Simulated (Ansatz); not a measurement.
The calculation's input:

```
crystal:
  periodic: [false, false, false]
  atoms:
    - {symbol: C, position_ang: [-2.535522, -0.159351, -1.446925]}
    - {symbol: Na, position_ang: [0.766104, -0.258837, 1.147393]}
    - {symbol: Si, position_ang: [-0.634632, -0.034846, -1.168669]}
    - {symbol: H, position_ang: [-3.080526, 0.605903, -0.887244]}
    - {symbol: H, position_ang: [-2.765305, -0.016055, -2.507609]}
    - {symbol: H, position_ang: [-2.927005, -1.138101, -1.155993]}
basis:
  gaussian:
    orbitals: def2-TZVPD
magnetization:
  spin_polarized: true
  initial_magnetization: 2
hamiltonian:
  xc: pbe0
output: {forces: true, orbitals: {seedname: orbitals}}
```

Command:

```sh
ansatz run input.yaml --threads 2 --pin off --max-ram 4350MiB --events-out events.jsonl --progress --plain --runs-dir runs
```

Geometry: B3LYP-D4/def2-TZVP.

Method: isolated molecule in a Gaussian basis; Kohn-Sham density functional theory, functional PBE0 (Ansatz 0.2.0).

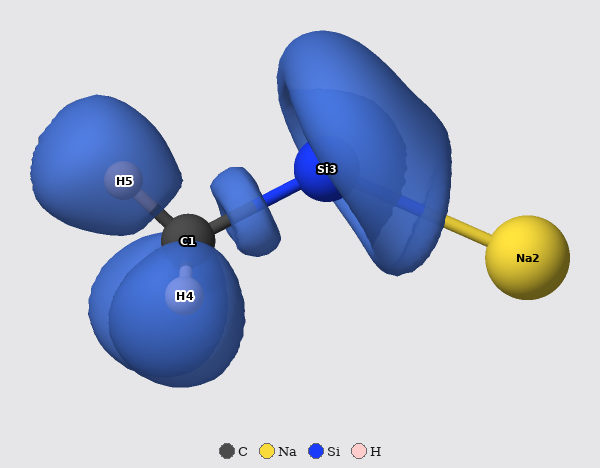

CH3NaSi (SMILES C[Si][Na]) (triplet). Isosurface of the electron localisation function at 0.8 (blue), seen across its widest extent. Only the valence region is drawn (cores and ρ < 0.01 e/Å³ removed).

Question: What do the ELF domains correspond to?

Answer: The ELF exceeds this value in one region between bonded C–Si atoms (shared pairs), three regions around hydrogen nuclei and one region wrapped around Si (its valence shell). Profiles from the grid: C–Si (1.93 Å): the ELF peaks at about 0.95 between the atoms; a shared electron pair. Na–Si (2.72 Å): the ELF peaks at about 0.90 in the valence shell of Si, 1.1 Å from its nucleus, and is about 0.75 at the midpoint.
